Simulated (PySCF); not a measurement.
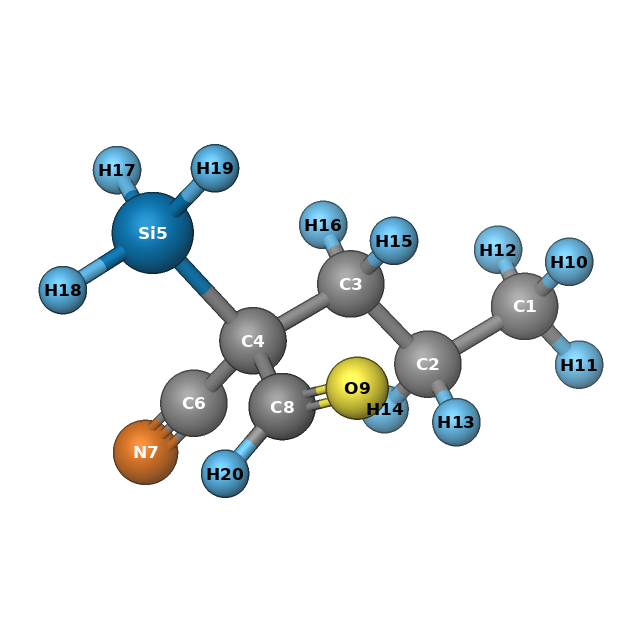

The geometry was computed by an optimisation with GFN2-xTB. No frequency run is at hand to confirm it as a minimum. Electric field gradients from the ground-state density, PBE0/pcSseg-1 (PySCF 2.14.0), non-relativistic apart from any core potentials.

Give the largest field-gradient component, the quadrupole coupling constant and the asymmetry for 14N at N7 (Q = 20.44 mb), 17O at O9 (Q = −25.6 mb), 2H at H10 (Q = 2.86 mb), 2H at H11 (Q = 2.86 mb), 2H at H12 (Q = 2.86 mb), 2H at H13 (Q = 2.86 mb).

```csv
atom,V_zz (a.u.),e²qQ/h (MHz),η
N7,−0.961,−4.62,0.19
O9,−1.963,11.81,0.53
H10,0.314,0.211,0.02
H11,0.316,0.213,0.02
H12,0.314,0.211,0.02
H13,0.299,0.201,0.04
```

The geometry is semi-empirical. Around Si such bond lengths and angles can be off by a tenth of an ångström or more and by several degrees, and values that hang on the shape move with them.
